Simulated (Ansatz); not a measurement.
# Decaying states in the gap of BaSO, part 2 of 3

A new crystal, BaSO: structure, gap and complex bands. It is built by putting S for part of the O in the BaO2 structure of space group I4/mmm, with the volume rescaled by atomic radii. The parent structure comes from the Materials Project.

Ansatz 0.2.0; PBEsol DFT, plane waves, PAW files (the session's first sound run).

So far, gap on the k-mesh (eV): step 3 (band edges) 0.904.

The structure was built from a prototype and need not be the compound's stable phase.

## Step 4: Complex bands, plane (110), k-mesh 8×8×8

This step: PBEsol DFT, plane waves, PAW files; complex bands by layer matching along the plane's normal (Ansatz 0.2.0).

The same crystal is laid in a cell whose first two vectors span the (110) plane (indices of the standard conventional cell, whose axes can be ordered otherwise than in the bulk input). At fixed energy and wavevector in the plane the solver finds all kz, real and complex. A few wavevectors are listed, (0, 0), (-0.5, -0.5) and (0.5, 0) in units of the plane's reciprocal vectors; the slowest state needn't be among them.

Input file input.yaml:

```yaml
crystal:
  lattice:
    - [4.729710339, 0.0, 0.0]
    - [0.834109528, 4.655579576, 0.0]
    - [1.947800405, -2.327789788, 3.035215267]
  atoms:
    - { symbol: Ba, position: [0.0254372793, 0.0254372793, 0.0] }
    - { symbol: O, position: [0.3722671397, 0.3722671397, 0.0] }
    - { symbol: S, position: [0.602295581, 0.602295581, 0.0] }
kpoints:
  mp_grid: { grid: [8, 8, 8] }
scf:
  occupations: { method: fixed }
hamiltonian:
  xc: pbesol
output:
  eigenvalues: true
  transmission:
    leads: [[0, 0]]
    kpoints: [[0.0, 0.0], [-0.5, -0.5], [0.5, 0.0]]
    e_range: [-1.0, 1.9]
    de: 0.07
```

Command:

```sh
> ansatz run input.yaml --threads 2 --pin off --max-ram 4096MiB --backend cpu --events-out ev --progress --plain --runs-dir out
```

Numbers of over 12 decimals in the logs are rounded to 6 here.

The log of the run:

```text
[...]
Crystal: 3 atoms, lattice volume = 66.834 Å³
Basis set: ecut = 420 eV, 1293 PW (Γ)
Bands: 15, of which v1, the nominal top of the filled ones, is band 11 counted from 1 (10 counted from 0)
Symmetry: 8 space group operations
[...]
k-points: 59 of 512 (time reversal used)
[...]
SCF iter   1: F=—  HF=-7310.907718 eV  |F-HF|=—  |Δ(HF+E_count)|=         —  Δρ=8.83e-3  dr2=4.79e-2  ethr=1.77e-3  ⟨swp⟩=4.5  Hψ=4750  notcnv=0  defer=110
[...]
SCF iter   7: F=-7310.897846 eV  HF=-7310.897846 eV  |F-HF|=4.31e-9  |Δ(HF+E_count)|=   1.54e-7  Δρ=2.69e-6  dr2=2.73e-9  ethr=4.55e-10  ⟨swp⟩=5.6  Hψ=4338  notcnv=0
SCF 1 converged in 7 iterations: F = -7310.897846 eV  dr2 = 2.73e-9
[...]
transmission: 4 of 12 steps passed
transmission: 8 of 12 steps passed
transmission: 12 of 12 steps passed
SCF converged after 7 iterations
Free energy (F): -7310.897846 eV
[...]
Internal energy: -7310.897846 eV  (E = F + TS)
E sigma→0 (E₀):  -7310.897846 eV
Fermi energy:    7.784631 eV
[...]
--- Band table (eV; the first three rows and the last of 59) ---
  k-point 0: bands = [... 7 lower, 3.7569, 3.7569, 6.4315, 6.4315, 9.7212, 9.8506, 11.7298, 12.0987]
  k-point 1: bands = [... 7 lower, 3.3809, 3.7420, 6.2479, 6.4822, 10.2903, 10.3042, 12.0489, 12.6237]
  k-point 2: bands = [... 7 lower, 3.0030, 3.7353, 5.8951, 6.9259, 10.6383, 11.6936, 12.2876, 13.0564]
  k-point 58: bands = [... 7 lower, 3.6811, 3.6811, 7.7846, 7.7846, 8.6889, 9.7867, 12.3442, 13.6660]
--- Transmission ---
  basis      : 191 plane waves across, 4 finite elements along
  points     : 3, as listed
  energies   : 42 from -1.000000 to 1.870000 eV about the Fermi level, 0.070000 eV apart; the leads are filled to 0.452125 eV, and channels, transmission and decay are at 0.470000 eV
  crystal 0  : O1Ba1S1, at the sites [0, 0], period 3.0352 Å: whole cells are its period
    offset         : up to 0.0000 Å between an atom of the period and one for which it stands
    channels       : 0.000000e0 a spin
    conductance    : none, the energies end too early or step too widely for 300 K: set another output.transmission.e_range or a lower de, or, where they end at an eighth of basis.ecutwfc, a higher one
    slowest decay  : 0.1763 /Å at (-0.5000, -0.5000)
```

Run time: 6.8 s. Hardware: 2 threads of AMD EPYC 9R45, shared host; peak memory 0.54 GiB.

Numbers from this step:

| Quantity | Value |
| --- | --- |
| gap on the k-mesh | 0.9043 eV |
| level to which the leads are filled | 0.4521 eV from the Fermi level |
| decay constant at the filling level, zone centre | 0.2585 Å⁻¹ |
| decay constant at the filling level, slowest listed point | 0.1763 Å⁻¹ |

K parallel (0, 0); values up to 1.5 1/Å, a degenerate pair printed once or twice; energies at which all values exceed this have no row. Im kz of the slowest decaying states against energy, zero at the highest filled level on the SCF mesh:

| energy (eV) | decay 1 (Å⁻¹) | decay 2 (Å⁻¹) | decay 3 (Å⁻¹) | decay 4 (Å⁻¹) |
| --- | --- | --- | --- | --- |
| -1.000 | 0.233 | 0.295 | 0.520 | 0.643 |
| -0.510 | 0.263 | 0.379 | 0.489 | 0.656 |
| -0.020 | 0.190 | 0.267 | 0.389 | 0.473 |
| 0.470 | 0.258 | 0.305 | 0.362 | 0.483 |
| 1.030 | 0.233 | 0.300 | 0.328 | 0.488 |
| 1.520 | 0.188 | 0.210 | 0.320 | 0.481 |

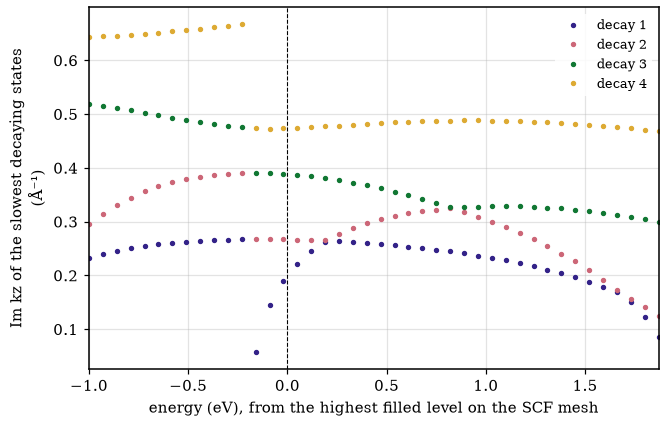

Im kz of the slowest decaying states, plotted against energy.

K parallel (-0.5, -0.5); values up to 1.5 1/Å, a degenerate pair printed once or twice; energies at which all values exceed this have no row. The Im kz of the slowest decaying states by energy, zero at the highest filled level on the SCF mesh:

```csv
energy (eV),decay 1 (Å⁻¹),decay 2 (Å⁻¹),decay 3 (Å⁻¹),decay 4 (Å⁻¹)
-1.000,0.343,0.490,0.496,0.612
-0.790,0.349,0.497,0.542,0.991
-0.580,0.353,0.521,0.533,0.948
-0.370,0.356,0.524,0.715,0.874
-0.230,0.357,0.518,0.546,0.866
-0.020,0.358,0.510,0.722,1.00
0.190,0.144,0.183,0.357,0.503
0.400,0.184,0.194,0.355,0.497
0.610,0.152,0.220,0.352,0.492
0.820,0.0850,0.232,0.347,0.487
1.030,0.235,0.340,0.480,0.921
1.170,0.232,0.335,0.476,0.932
1.380,0.221,0.326,0.467,0.948
1.590,0.198,0.314,0.457,0.969
1.800,0.154,0.298,0.445,0.947
```

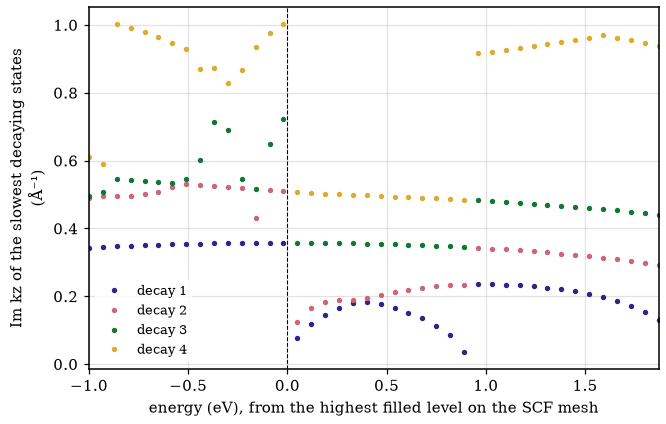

Im kz of the slowest decaying states against energy.

K parallel (-0.5, -0.5). Table of Re kz of states that move upwards by energy, zero at the highest filled level on the SCF mesh:

```
energy (eV)  channel 1 (Å⁻¹)  channel 2 (Å⁻¹)
      -1.00           -0.428                -
      -0.86           -0.388                -
      -0.65           -0.326                -
      -0.51           -0.282                -
      -0.30           -0.207                -
      -0.16           -0.552           -0.146
      -0.02          -0.0929          -0.0491
       0.19                -                -
       0.33                -                -
       0.54                -                -
       0.68                -                -
       0.89                -                -
       1.03            0.107                -
       1.17            0.158                -
       1.38            0.216                -
       1.52            0.249                -
       1.73            0.293                -
       1.87            0.320                -
```

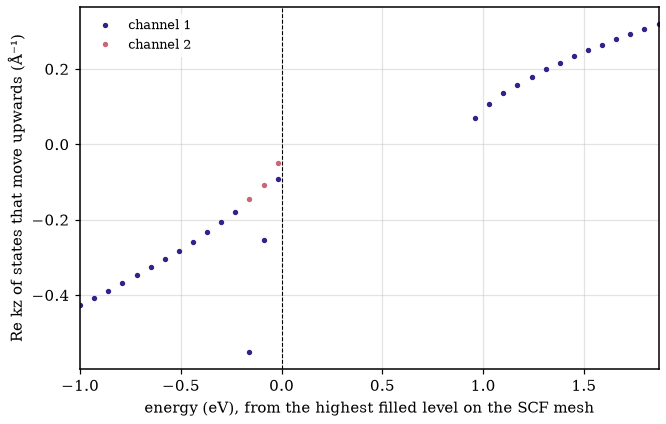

Re kz of states that move upwards against energy.

K parallel (0.5, 0); values up to 1.5 1/Å, a degenerate pair printed once or twice; energies at which all values exceed this have no row. Table of Im kz of the slowest decaying states by energy, zero at the highest filled level on the SCF mesh:

```
energy (eV)  decay 1 (Å⁻¹)  decay 2 (Å⁻¹)  decay 3 (Å⁻¹)  decay 4 (Å⁻¹)
     -1.000          0.410          0.855           1.13              -
     -0.510          0.280          0.302          0.538          0.951
     -0.020          0.296          0.385          0.556          0.977
      0.470          0.292          0.408          0.543          0.977
      1.030          0.262          0.402          0.512          0.941
      1.520          0.184          0.365          0.473          0.878
```

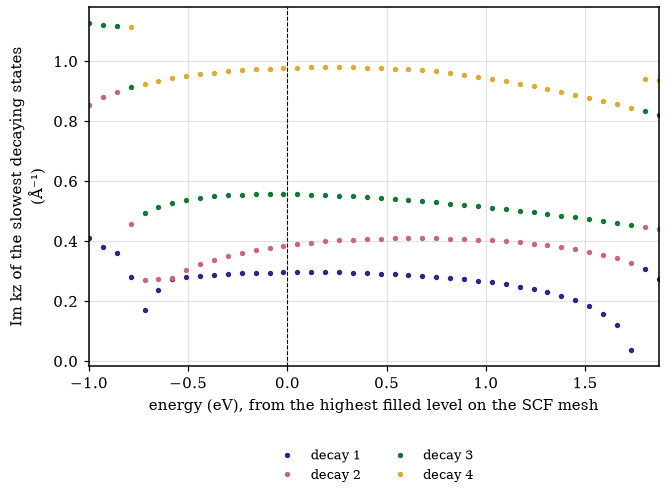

Im kz of the slowest decaying states, plotted against energy.

At the listed wavevectors the last open channel is at -0.02 eV and the next at +0.96 eV on the grid. At +0.47 eV, the grid energy nearest the filling level (the middle of the gap on the SCF mesh), the slowest state at the listed wavevectors decays with κ = 0.176 Å⁻¹, its amplitude falling by e over 5.7 Å. Through 1 nm of this crystal that state's transmission falls by exp(−2 × 0.176 Å⁻¹ × 10 Å) = 0.029.

## Step 5: Decaying states in the gap, plane (001), k-mesh 6×6×6

The same for the (001) plane, at (0, 0) and (0.5, 0), to see how the decay depends on direction.

Input file input.yaml:

```yaml
crystal:
  lattice:
    - [4.292442595, 0.0, 0.0]
    - [0.0, 4.292442595, 0.0]
    - [2.146221298, 2.146221298, 3.627344507]
  atoms:
    - { symbol: Ba, position: [0.9745627207, 0.9745627207, 0.0508745586] }
    - { symbol: O, position: [0.6277328603, 0.6277328603, 0.7445342794] }
    - { symbol: S, position: [0.397704419, 0.397704419, 0.204591162] }
kpoints:
  mp_grid: { grid: [6, 6, 6] }
scf:
  occupations: { method: fixed }
hamiltonian:
  xc: pbesol
output:
  eigenvalues: true
  transmission:
    leads: [[0, 0]]
    kpoints: [[0.0, 0.0], [0.5, 0.0]]
    e_range: [-1.0, 1.9]
    de: 0.07
```

The log of the run:

```text
[...]
Crystal: 3 atoms, lattice volume = 66.834 Å³
Basis set: ecut = 420 eV, 1293 PW (Γ)
Bands: 15, of which v1, the nominal top of the filled ones, is band 11 counted from 1 (10 counted from 0)
Symmetry: 8 space group operations
[...]
k-points: 30 of 216 (time reversal used)
[...]
SCF iter   1: F=—  HF=-7310.907566 eV  |F-HF|=—  |Δ(HF+E_count)|=         —  Δρ=8.81e-3  dr2=4.76e-2  ethr=1.77e-3  ⟨swp⟩=4.4  Hψ=2419  notcnv=0  defer=55
[...]
SCF iter   7: F=-7310.897729 eV  HF=-7310.897729 eV  |F-HF|=4.51e-9  |Δ(HF+E_count)|=   1.51e-7  Δρ=2.73e-6  dr2=2.78e-9  ethr=4.55e-10  ⟨swp⟩=5.5  Hψ=2172  notcnv=0
SCF 1 converged in 7 iterations: F = -7310.897729 eV  dr2 = 2.78e-9
[...]
transmission: 5 of 10 steps passed
transmission: 10 of 10 steps passed
SCF converged after 7 iterations
Free energy (F): -7310.897729 eV
[...]
Internal energy: -7310.897729 eV  (E = F + TS)
E sigma→0 (E₀):  -7310.897729 eV
Fermi energy:    7.784936 eV
[...]
--- Band table (eV; the first three rows and the last of 30) ---
  k-point 0: bands = [... 7 lower, 3.7572, 3.7572, 6.4318, 6.4318, 9.7212, 9.8508, 11.7298, 12.0989]
  k-point 1: bands = [... 7 lower, 3.7067, 3.7067, 6.8139, 6.8139, 9.3890, 9.3901, 11.7237, 11.8618]
  k-point 2: bands = [... 7 lower, 3.6735, 3.6735, 7.4968, 7.4968, 8.8905, 9.1978, 12.1650, 12.4407]
  k-point 29: bands = [... 7 lower, 3.6165, 3.6755, 6.0732, 7.1031, 9.7589, 12.6774, 12.7437, 13.3956]
--- Transmission ---
  basis      : 161 plane waves across, 5 finite elements along
  points     : 2, as listed
[...]
crystal 0  : O1Ba1S1, at the sites [0, 0], period 3.6273 Å: whole cells are its period
[...]
channels       : 0.000000e0 a spin
[...]
slowest decay  : 0.2277 /Å at (0.0000, 0.0000)
```

Elapsed: 3.8 s, on 2 threads; peak memory 0.49 GiB; 7.3 s of CPU time.

This step gave:

```yaml
free_energy: -7310.8977 eV
gap_on_the_k_mesh: 0.9041 eV
level_to_which_the_leads_are_filled: 0.4520 eV from the Fermi level
decay_constant_at_the_filling_level_zone_centre: 0.2276 Å⁻¹
decay_constant_at_the_filling_level_slowest_listed_point: 0.2277 Å⁻¹
```

K parallel (0, 0); values up to 1.5 1/Å, a degenerate pair printed once or twice; energies at which all values exceed this have no row. The Im kz of the slowest decaying states by energy, zero at the highest filled level on the SCF mesh:

| energy (eV) | decay 1 (Å⁻¹) | decay 2 (Å⁻¹) | decay 3 (Å⁻¹) | decay 4 (Å⁻¹) |
| --- | --- | --- | --- | --- |
| -1.0000 | 0.308 | 0.706 | 0.807 | 1.06 |
| -0.7200 | 0.300 | 0.689 | 0.750 | 1.02 |
| -0.5100 | 0.292 | 0.674 | 0.704 | 0.993 |
| -0.2300 | 0.279 | 0.636 | 0.648 | 0.951 |
| -0.0200 | 0.267 | 0.579 | 0.623 | 0.919 |
| 0.2600 | 0.247 | 0.281 | 0.489 | 0.576 |
| 0.4700 | 0.228 | 0.405 | 0.420 | 0.499 |
| 0.7500 | 0.194 | 0.245 | 0.486 | 0.788 |
| 1.0300 | 0.142 | 0.502 | 0.734 | 1.09 |
| 1.2400 | 0.0660 | 0.510 | 0.691 | 1.06 |
| 1.5200 | 0.516 | 0.628 | 1.01 | - |
| 1.7300 | 0.518 | 0.574 | 0.972 | - |

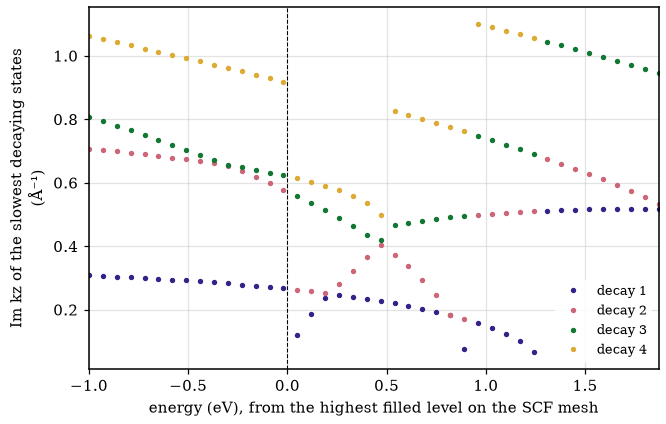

Im kz of the slowest decaying states against energy.

K parallel (0, 0). Re kz of states that move upwards against energy, zero at the highest filled level on the SCF mesh:

```csv
energy (eV),channel 1 (Å⁻¹),channel 2 (Å⁻¹),channel 3 (Å⁻¹)
-1.00,0.276,0.276,-
-0.86,0.335,0.335,-
-0.65,0.419,0.419,-
-0.51,0.476,0.476,-
-0.30,0.572,0.572,-
-0.16,0.652,0.652,-
-0.02,0.791,0.791,-
0.19,-,-,-
0.33,-,-,-
0.54,-,-,-
0.68,-,-,-
0.89,-,-,-
1.03,-0.639,-,-
1.17,-0.532,-,-
1.38,-0.408,-0.381,0.561
1.52,-0.333,-0.320,0.622
1.73,-0.243,-0.218,0.698
1.87,-0.186,-0.118,0.754
```

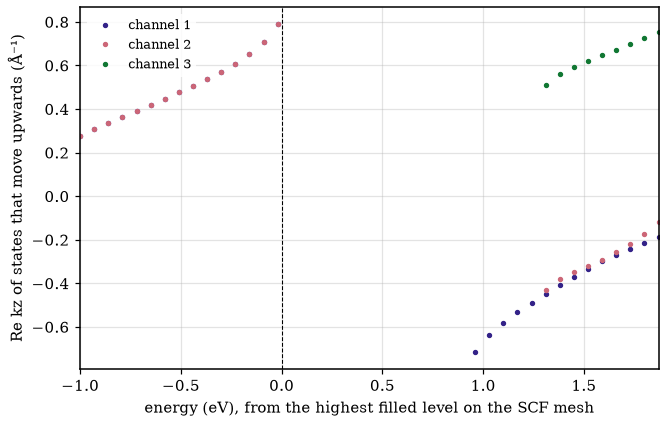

Re kz of states that move upwards, plotted against energy.

K parallel (0.5, 0); values up to 1.5 1/Å, a degenerate pair printed once or twice; energies at which all values exceed this have no row. The Im kz of the slowest decaying states by energy, zero at the highest filled level on the SCF mesh:

| energy (eV) | decay 1 (Å⁻¹) | decay 2 (Å⁻¹) | decay 3 (Å⁻¹) | decay 4 (Å⁻¹) |
| --- | --- | --- | --- | --- |
| -1.000 | 0.215 | 0.231 | 0.305 | 1.40 |
| -0.790 | 0.308 | 1.37 | - | - |
| -0.580 | 0.272 | 0.328 | 1.35 | - |
| -0.370 | 0.312 | 0.350 | 0.368 | 1.33 |
| -0.230 | 0.304 | 0.381 | 0.386 | 1.31 |
| -0.020 | 0.294 | 0.404 | 0.415 | 1.29 |
| 0.190 | 0.283 | 0.417 | 0.438 | 1.26 |
| 0.400 | 0.271 | 0.426 | 0.455 | 1.23 |
| 0.610 | 0.257 | 0.432 | 0.467 | 1.21 |
| 0.820 | 0.241 | 0.435 | 0.476 | 1.18 |
| 1.030 | 0.222 | 0.436 | 0.482 | 1.15 |
| 1.170 | 0.207 | 0.435 | 0.484 | 1.13 |
| 1.380 | 0.181 | 0.433 | 0.486 | 1.10 |
| 1.590 | 0.148 | 0.428 | 0.486 | 1.07 |
| 1.800 | 0.0994 | 0.422 | 0.484 | 1.04 |

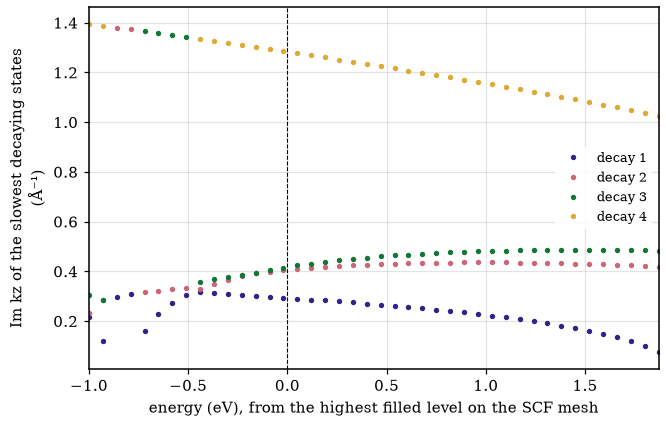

Im kz of the slowest decaying states, plotted against energy.

At the listed wavevectors the last open channel is at -0.02 eV and the next at +0.96 eV on the grid. At +0.47 eV, the grid energy nearest the filling level (the middle of the gap on the SCF mesh), the slowest state at the listed wavevectors decays with κ = 0.228 Å⁻¹, its amplitude falling by e over 4.4 Å; the first such run, plane (110), gave 0.176 Å⁻¹.

## Step 6: Band edges at another level, cutoff 1142.88 eV

This step: PBEsol DFT, plane waves, norm-conserving files (Ansatz 0.2.0).

The edges again with norm-conserving files, at the same atoms. Against that run the cutoff is 1143 eV against 420.

Input file input.yaml:

```yaml
crystal:
  lattice:
    - [-2.1462212975, 2.1462212975, 3.6273445071]
    - [2.1462212975, -2.1462212975, 3.6273445071]
    - [2.1462212975, 2.1462212975, -3.6273445071]
  atoms:
    - { symbol: Ba, position: [0.0254372793, 0.0254372793, 0.0] }
    - { symbol: O, position: [0.3722671397, 0.3722671397, 0.0] }
    - { symbol: S, position: [0.602295581, 0.602295581, 0.0] }
kpoints:
  mp_grid: { grid: [8, 8, 8] }
  band_path: { path: [VBM, CBM], npoints: 30 }
scf:
  occupations: { method: fixed }
hamiltonian:
  xc: pbesol
  pseudopotentials: { kind: nc }
output:
  eigenvalues: true
```

The log of the run:

```text
[...]
Crystal: 3 atoms, lattice volume = 66.834 Å³
Basis set: ecut = 1142.878222 eV, 5831 PW (Γ)
Bands: 15, of which v1, the nominal top of the filled ones, is band 11 counted from 1 (10 counted from 0)
Symmetry: 8 space group operations
[...]
k-points: 59 of 512 (time reversal used)
[...]
SCF iter   1: F=—  HF=-1515.124354 eV  |F-HF|=—  |Δ(HF+E_count)|=         —  Δρ=9.70e-2  dr2=7.64e0  ethr=3.10e-3  ⟨swp⟩=7.8  Hψ=5806  notcnv=0  defer=114
[...]
SCF iter   9: F=-1513.219176 eV  HF=-1513.219176 eV  |F-HF|=3.34e-9  |Δ(HF+E_count)|=   2.80e-7  Δρ=6.52e-6  dr2=2.72e-8  ethr=4.55e-10  ⟨swp⟩=14.2  Hψ=9111  notcnv=0
SCF 1 converged in 9 iterations: F = -1513.219176 eV  dr2 = 2.72e-8
[...]
SCF converged after 9 iterations
Free energy (F): -1513.219176 eV
[...]
Internal energy: -1513.219176 eV  (E = F + TS)
E sigma→0 (E₀):  -1513.219176 eV
Fermi energy:    7.834634 eV
[...]
--- Band table (eV; the first three rows and the last of 59) ---
  k-point 0: bands = [... 7 lower, 3.8105, 3.8105, 6.4818, 6.4818, 9.7742, 9.8840, 11.7831, 12.1321]
  k-point 1: bands = [... 7 lower, 3.4337, 3.7954, 6.2981, 6.5332, 10.3348, 10.3436, 12.0917, 12.6687]
  k-point 2: bands = [... 7 lower, 3.0544, 3.7885, 5.9451, 6.9770, 10.6659, 11.7472, 12.3334, 13.1035]
  k-point 58: bands = [... 7 lower, 3.7329, 3.7329, 7.8346, 7.8346, 8.7414, 9.8143, 12.3984, 13.7050]
```

Run time: 11 s. Hardware: 2 threads; peak memory 0.55 GiB; 21 s of CPU time.

This step gave:

| Quantity | Value |
| --- | --- |
| free energy | -1513.2192 eV |
| Fermi energy | 7.835 eV |
| gap on the k-mesh | 0.9068 eV |
| gap on path | 0.9068 eV, by band count; negative where bands overlap |
| direct gap on path | 0.9068 eV |

Levels at VBM (eV): -5.42, -4.10, -4.10, 0.00, 0.00, 0.91, 1.98, 4.56, 5.87.

The searched edges give 0.907 eV, as on the mesh.

[end of part 2 of 3]

[Logs are printed without paths, hosts, clocks, repeated set-up lines and the standing remarks that a program may print on its own settings, such as how far it seeks lower states.]

[Hosts, paths, dates, database ids (printed as entryN), source tags and the programs' standing remarks are cut or masked in the printed files.]

[New means built here by substitution; the compound itself may be known and measured.]
